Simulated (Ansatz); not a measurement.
F3GaH3P

The calculation's input:

```
crystal:
  periodic: [false, false, false]
  atoms:
    - symbol: F
      position_ang: [-0.343428, 1.128606, -3.050304]
    - symbol: F
      position_ang: [-0.907429, 1.499799, -0.137166]
    - symbol: F
      position_ang: [-2.419408, -0.550141, -1.703531]
    - symbol: Ga
      position_ang: [-1.014610, 0.487987, -1.563797]
    - symbol: P
      position_ang: [0.721458, -1.216691, -1.011044]
    - symbol: H
      position_ang: [2.042915, -0.753408, -0.812650]
    - symbol: H
      position_ang: [0.942412, -2.245341, -1.956174]
    - symbol: H
      position_ang: [0.529868, -1.977376, 0.165752]
basis:
  gaussian: {orbitals: def2-TZVPD}
hamiltonian: {xc: {name: PBE0}}
output: {forces: true, orbitals: {seedname: orbitals}}
```

Command:

```sh
ansatz run input.yaml --threads 2 --pin off --max-ram 5220MiB --events-out events.jsonl --progress --plain --runs-dir runs
```

Geometry: PBE0-D4/def2-SVP.

Theory: isolated molecule in a Gaussian basis; Kohn-Sham density functional theory, functional PBE0 (Ansatz).

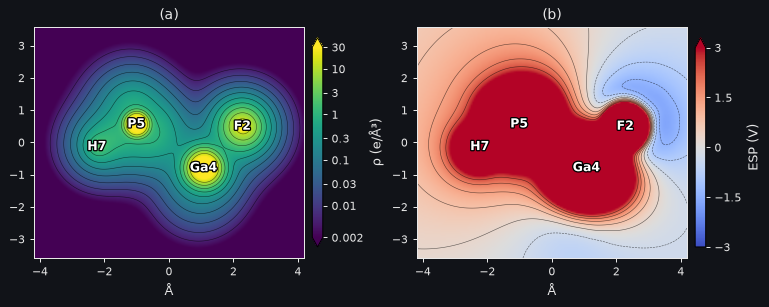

Figure 1. (a) electron density; (b) electrostatic potential on the plane of atoms F2, Ga4 and P5.

What do the fields say about this system?

The plane passes through F, Ga, P and H nuclei.
Ga–F (1.75 Å): ρ is about 0.9 e/Å³ halfway.
Ga–P (2.50 Å): ρ is about 0.45 e/Å³ halfway, with its minimum of 0.39 e/Å³ about 1.1 Å from Ga.
P–H (1.41 Å): ρ is about 1.1 e/Å³ halfway.
Outside the dense part of the molecule the potential is most negative (−1.7 V) near F2.

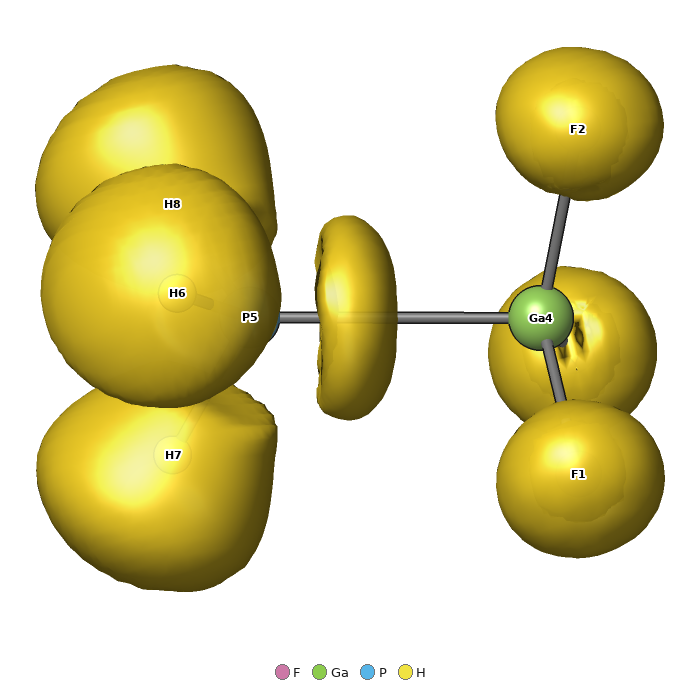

Figure 2. Isosurface of the ELF at 0.8 (yellow), seen across its widest extent. Core shells and regions of very low density are left out.

Describe the localisation domains.

The ELF exceeds this value in three regions around hydrogen nuclei, one lobe of the valence shell of P pointing towards Ga (polar bonds) and three regions wrapped around F (the valence shell of each). Along the contacts the grid gives the following. Ga–F (1.75 Å): the ELF peaks at about 0.80 in the valence shell of F, 0.5 Å from its nucleus, and is about 0.15 at the midpoint. Ga–P (2.50 Å): the ELF peaks at about 1 between the atoms; a covalent bond.

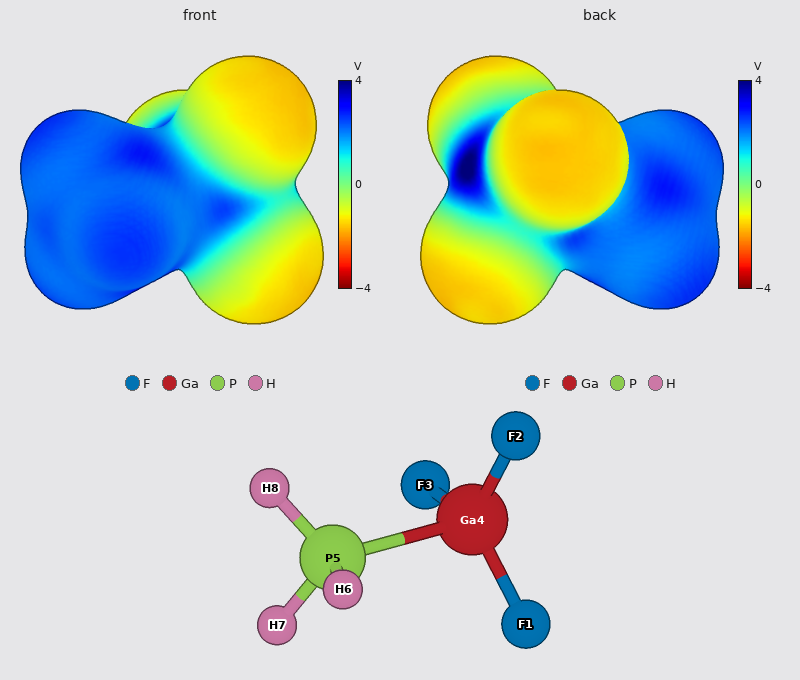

Figure 3. The molecular electrostatic potential painted on the density surface at 0.004 e/bohr³, seen from the front and from behind; red is negative and blue positive. The bare structure is drawn below in the same view.

Where is the surface potential most negative and most positive?

The most negative region (about −1.7 V) lies over F1, F2 and F3, the most positive (about +3.7 V) over Ga4.

What dipole moment does the calculation give?

Its dipole moment is 6.34 D.
